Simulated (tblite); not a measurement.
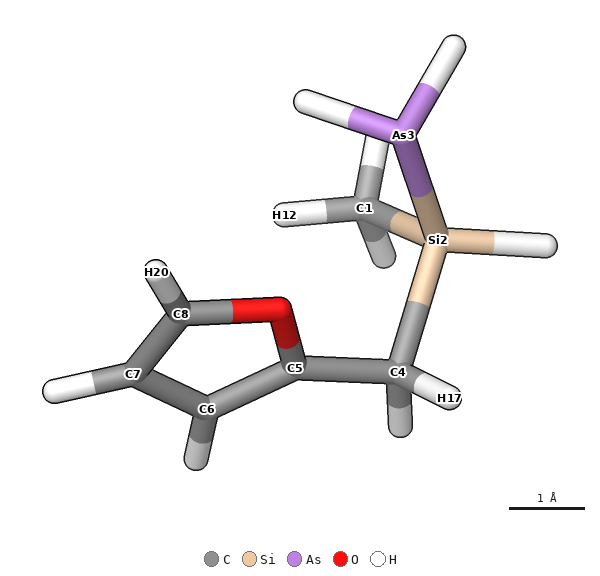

The structure as given in the input (stick view, seen at a tilt; atoms are numbered from 1 in the order of the input). Bond lengths as drawn: As–H 1.50 to 1.51 Å, As–Si 2.33 Å, C–C 1.36 to 1.48 Å, C–H 1.07 to 1.09 Å, C–O 1.35 Å, C–Si 1.91 to 1.93 Å and H–Si 1.48 Å.

# Run report: C₆H₁₁AsOSi, frequency calculation

The run: frequency calculation of C₆H₁₁AsOSi. Method and program: GFN2-xTB harmonic vibrations, gas phase (tblite 0.8.0).

It belongs to a series of runs on one base structure; here: H on C replaced by 2-furyl.

Input
```
{"job": {"kind": "ir", "xc": "GFN2-xTB", "basis": "xTB"}, "charge": 0, "multiplicity": 1}
C     -2.379799    -0.520600     0.179809
Si    -1.332612     0.256682    -1.214445
As    -0.628772     2.437098    -0.765871
C      0.271395    -0.800074    -1.381339
C      1.141668    -0.536256    -0.217939
C      1.588934    -1.326290     0.798871
C      2.348452    -0.486664     1.654606
C      2.305852     0.751454     1.101930
O      1.571445     0.734452    -0.030836
H     -2.718834    -1.522765    -0.064491
H     -3.258196     0.087333     0.379687
H     -1.802967    -0.579849     1.100099
H     -2.064004     0.108127    -2.491257
H     -0.854809     2.261523     0.705649
H     -2.032607     2.972687    -0.889894
H      0.062843    -1.864644    -1.442677
H      0.784955    -0.502004    -2.296608
H      1.409005    -2.374924     0.923197
H      2.850653    -0.775356     2.555398
H      2.732250     1.690750     1.393074
```

The first line tells a small driver script what to run in tblite; the rest is the geometry in Å.

Run on 1 CPU thread, shared host.

Launch command:
```bash
OMP_NUM_THREADS=1 python <driver script> task.json out
```

What the program printed
```
mode    cm-1     km/mol
  1      29.8      0.06
  2      50.8      0.26
  3     101.7      1.75
  4     114.4      0.28
  5     121.3      0.85
  6     142.2      3.34
  7     175.1      2.68
  8     200.7      1.59
  9     297.0      5.01
 10     332.0     16.93
 11     353.2      0.89
 12     572.7    106.00
 13     582.4      9.00
 14     585.9     62.07
 15     614.7     17.44
 16     645.9     19.11
 17     674.6      9.03
 18     694.2     55.13
 19     707.5     17.09
 20     731.0     29.40
 21     748.0      7.89
 22     782.5     68.70
 23     814.5     12.29
 24     817.4    162.99
 25     822.2    103.74
 26     842.7      2.05
 27     857.7      2.32
 28     946.7     41.24
 29    1018.3    155.31
 30    1040.5     36.55
 31    1070.0     22.89
 32    1118.7      2.02
 33    1135.7      3.91
 34    1191.9     46.97
 35    1203.1     22.91
 36    1246.8     11.47
 37    1361.5     10.09
 38    1367.1     16.25
 39    1449.0      9.61
 40    1477.9      0.46
 41    1481.9      0.80
 42    1504.7     55.54
 43    1599.2     34.05
 44    1882.1    728.80
 45    1926.7    540.60
 46    2114.3    445.27
 47    2964.1     33.48
 48    3018.8     26.63
 49    3027.5     10.95
 50    3030.4     28.88
 51    3038.2     24.54
 52    3165.1      3.54
 53    3176.0     23.24
 54    3186.3     22.03
```

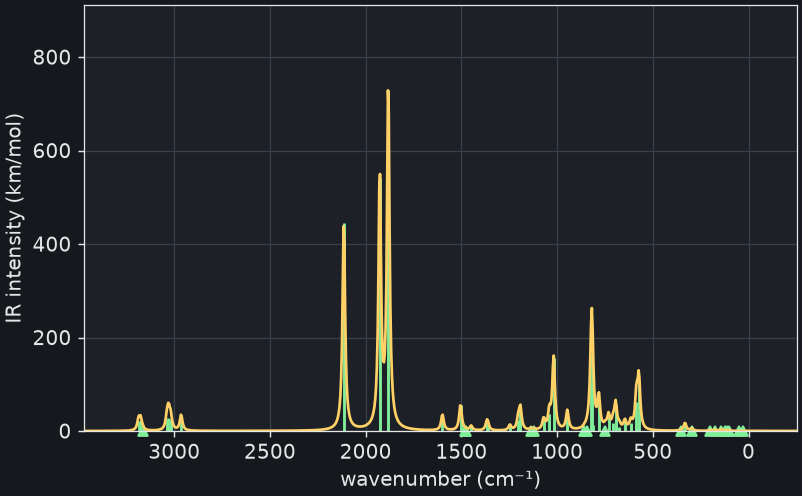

Harmonic infrared spectrum, unscaled: sticks (degenerate modes added up, dark ones marked on the axis) with a Lorentzian envelope of 16 cm⁻¹ full width, scaled to the tallest stick. 54 modes from 30 to 3186 cm⁻¹, none imaginary. The strongest line is at 1882 cm⁻¹ (729 km/mol).

Key numbers

```tsv
quantity	value
outcome	converged
total energy	−723.9955 eV
zero-point energy	91.7140 kcal/mol
wall time	1.7 s
peak memory	0.18 GiB
```
